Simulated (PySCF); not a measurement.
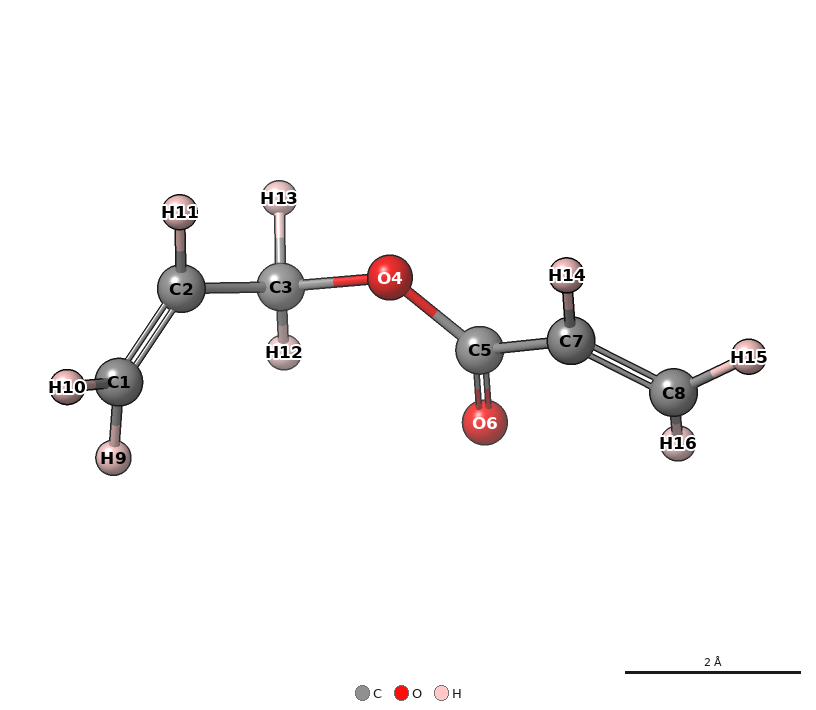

Orthographic view. Atoms fade into the background with distance from the viewer. Geometry: a frame of a GFN2-xTB molecular-dynamics simulation, not a minimum.

Write the connection table.

C1: C2, H9, H10
C2: C1, C3, H11
C3: C2, O4, H12, H13
O4: C3, C5
C5: O4, O6, C7
O6: C5
C7: C5, C8, H14
C8: C7, H15, H16
(terminal hydrogens appear only as neighbours)
